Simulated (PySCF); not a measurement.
# UMP2/6-31G run of PH2 (SMILES [PH2])

What is the vertical doublet–quartet gap of PH2 at UMP2/6-31G? 

The calculation is run with PySCF 2.14.0.

13 further runs of the same task are left out: 2 that didn't finish, 11 set aside as unsound or not needed.

## (1) The system as given

The species is PH2 (3 atoms), meant as a doublet with charge 0. As SMILES, `[PH2]`. The coordinates come from a GFN2-xTB relaxation.

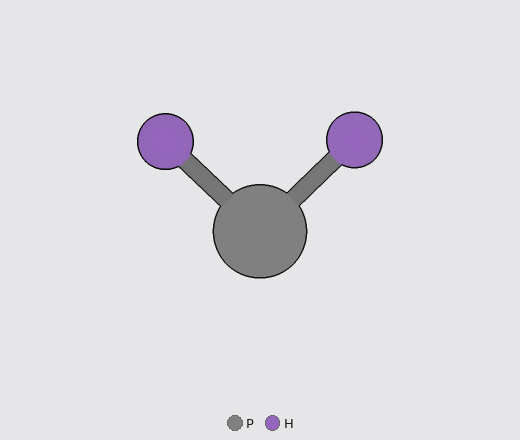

Viewed from a chosen angle; phosphorus grey, hydrogen purple.

## (2) A single-point energy at UMP2/6-31G

The input, run.py:

```python
from pyscf import gto, scf, mp

mol = gto.M(
    atom='''
P      0.972207    -0.572115     0.477496
H      0.210723     1.941429     0.325827
H     -1.182931    -1.369333    -0.803323
''',
    unit='bohr',
    verbose=4,
    max_memory=1860,
    spin=1,
    basis='6-31g',
)

mf = scf.UHF(mol)
mf.conv_tol = 1e-10
mf.kernel()
if not mf.converged:
    mf = mf.newton().run(mf.mo_coeff, mf.mo_occ)

pt = mp.MP2(mf, frozen=5).run()
e_tot = pt.e_tot
print('E(%s) = %.9f' % ('MP2', e_tot))
```

Command:

```
$ OMP_NUM_THREADS=1 python run.py
```

Log:

```text
PySCF version 2.14.0

[INPUT] num. atoms = 3
[INPUT] num. electrons = 17
[INPUT] charge = 0
[INPUT] spin (= nelec alpha-beta = 2S) = 1
[INPUT] symmetry False subgroup None
[INPUT] Mole.unit = bohr
[INPUT] Symbol           X                Y                Z      unit          X                Y                Z       unit  Magmom
[INPUT]  1 P      0.514469788697  -0.302750220025   0.252680001505 AA    0.972207000000  -0.572115000000   0.477496000000 Bohr   0.0
[INPUT]  2 H      0.111509809417   1.027359983419   0.172420223102 AA    0.210723000000   1.941429000000   0.325827000000 Bohr   0.0
[INPUT]  3 H     -0.625980127291  -0.724619817761  -0.425100224608 AA   -1.182931000000  -1.369333000000  -0.803323000000 Bohr   0.0

nuclear repulsion = 11.6692707591961
number of shells = 11
number of NR pGTOs = 54
number of NR cGTOs = 17
basis = 6-31g
ecp = {}

******** <class 'pyscf.scf.uhf.UHF'> ********
method = UHF
initial guess = minao
damping factor = 0
level_shift factor = 0
DIIS = <class 'pyscf.scf.diis.CDIIS'>
diis_start_cycle = 1
diis_space = 8
diis_damp = 0
SCF conv_tol = 1e-10
SCF conv_tol_grad = None
SCF max_cycles = 50
direct_scf = True
direct_scf_tol = 1e-13
number electrons alpha = 9  beta = 8
Set gradient conv threshold to 1e-05
init E= -341.572677083199
[... the frontier-level lines of each cycle are left out ...]

cycle= 1 E= -341.798382796727  delta_E= -0.226  |g|= 0.0917  |ddm|= 1.04
cycle= 2 E= -341.808616701679  delta_E= -0.0102  |g|= 0.0217  |ddm|= 0.257
cycle= 3 E= -341.809381376249  delta_E= -0.000765  |g|= 0.00796  |ddm|= 0.0833
cycle= 4 E= -341.809508183599  delta_E= -0.000127  |g|= 0.00371  |ddm|= 0.0248
cycle= 5 E= -341.809543186205  delta_E= -3.5e-05  |g|= 0.00174  |ddm|= 0.0131
cycle= 6 E= -341.809553972491  delta_E= -1.08e-05  |g|= 0.000515  |ddm|= 0.0114
cycle= 7 E= -341.809554937929  delta_E= -9.65e-07  |g|= 9.45e-05  |ddm|= 0.00407
cycle= 8 E= -341.809554960645  delta_E= -2.27e-08  |g|= 2.18e-05  |ddm|= 0.000552
cycle= 9 E= -341.809554961658  delta_E= -1.01e-09  |g|= 2.17e-06  |ddm|= 0.000121
cycle= 10 E= -341.809554961666  delta_E= -8.13e-12  |g|= 6.03e-07  |ddm|= 8.84e-06
Extra cycle  E= -341.809554961666  delta_E= -5.12e-13  |g|= 2.55e-07  |ddm|= 1.59e-06
converged SCF energy = -341.809554961666  <S^2> = 0.75716321  2S+1 = 2.0071504

******** <class 'pyscf.mp.ump2.UMP2'> ********
nocc = (np.int64(4), np.int64(3)), nmo = (12, 12)
frozen orbitals 5
E(UMP2) = -341.855803905166  E_corr = -0.046248943499419
E(SCS-UMP2) = -341.861031480787  E_corr = -0.0514765191210422
E_corr(same-spin) = -0.00464101509030066
E_corr(oppo-spin) = -0.0416079284091183
E(MP2) = -341.855803905
```

Run time: 0.6 s. Hardware: 1 thread of Intel Xeon Platinum 8488C (Sapphire Rapids), shared host; peak memory 0.12 GiB.

## (3) The quartet

The input, calc.py:

```python
from pyscf import gto, scf, mp

mol = gto.M(
    atom='''
P      0.972207    -0.572115     0.477496
H      0.210723     1.941429     0.325827
H     -1.182931    -1.369333    -0.803323
''',
    basis='6-31g',
    max_memory=1860,
    charge=0,
    spin=3,
    unit='bohr',
    verbose=3,
)

mf = scf.UHF(mol)
mf.conv_tol = 1e-10
mf.kernel()
if not mf.converged:
    mf = mf.newton().run(mf.mo_coeff, mf.mo_occ)

pt = mp.MP2(mf, frozen=5).run()
energy = pt.e_tot
print('E = %.10f Eh' % energy)
```

Command:

```
$ OMP_NUM_THREADS=1 python calc.py
```

Log:

```text
WARN: HOMO 0.130046317285604 >= LUMO -0.325338646645699

converged SCF energy = -341.576119750963  <S^2> = 3.7525023  2S+1 = 4.001251
E(UMP2) = -341.611612777587  E_corr = -0.0354930266245355
E(SCS-UMP2) = -341.614582115577  E_corr = -0.0384623646145106
E = -341.6116127776 Eh
```

Wall time 0.72 s (1 thread of Intel Xeon Platinum 8488C (Sapphire Rapids), shared host); peak memory 0.12 GiB.

## (4) Outcome

At UMP2/6-31G, 5 core orbitals frozen:

| quantity | value |
| --- | --- |
| doublet: total energy | -341.85580 Eh |
| doublet: dipole moment (Hartree–Fock density) | 1.25 D |
| doublet: HOMO energy (Hartree–Fock orbitals) (highest over α and β) | -10.28 eV |
| doublet: LUMO energy (Hartree–Fock orbitals) (lowest over α and β) | 0.83 eV |
| doublet: correlation energy (5 core orbitals frozen) | -46.2 mEh |
| doublet: ⟨S²⟩ of the reference determinant | 0.757 |
| quartet: total energy | -341.61161 Eh |
| quartet: dipole moment (Hartree–Fock density) | 0.33 D |
| quartet: HOMO energy (Hartree–Fock orbitals) (highest over α and β) | -3.77 eV |
| quartet: LUMO energy (Hartree–Fock orbitals) (lowest over α and β) | -1.11 eV |
| quartet: correlation energy (5 core orbitals frozen) | -35.5 mEh |
| quartet: ⟨S²⟩ of the reference determinant | 3.753 |
| vertical energy of the quartet above the doublet | 6.645 eV |

What this shows: At this shape the quartet lies 6.64 eV (641 kJ/mol) above the doublet. Mulliken charges (doublet) of the mean-field density run from -0.11 on H2 to +0.22 on P1. Mulliken charges (quartet) of the mean-field density run from -0.14 on H2 to +0.29 on P1.
